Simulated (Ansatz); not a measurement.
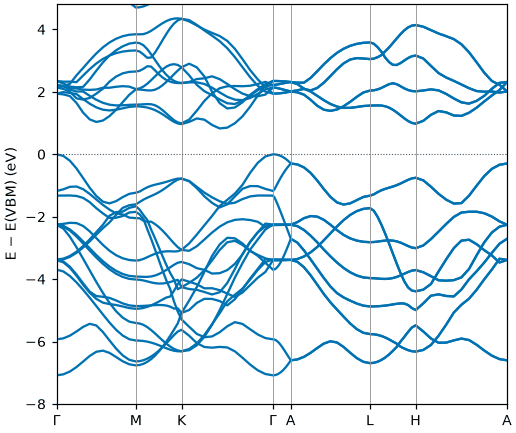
Figure. Band structure from plane-wave PAW PBE+D3(BJ) (Ansatz code)

Task: Read off the gap and where the band edges lie.

Result: About 0.8 eV (0.82 eV by a search for the band edges); maximum at Γ, minimum on the K–Γ line, 44 % of the way from K.

The material is MoS$_{2}$ in space group P6_3/mmc (No. 194; Mo on 2b, S on 4f).

The first step of the workflow began from a Materials Project structure, measured or hypothetical. Its sites differ from those of the usual phase in this space group: another stacking or structure type. The cell was relaxed with PBE+D3(BJ) under the symmetry of its start; its stability against distortions is not shown here. The run is not spin-polarised. Spin–orbit coupling is left out wherever it is not named.

Potentials: the earlier of the program's two PAW sets.
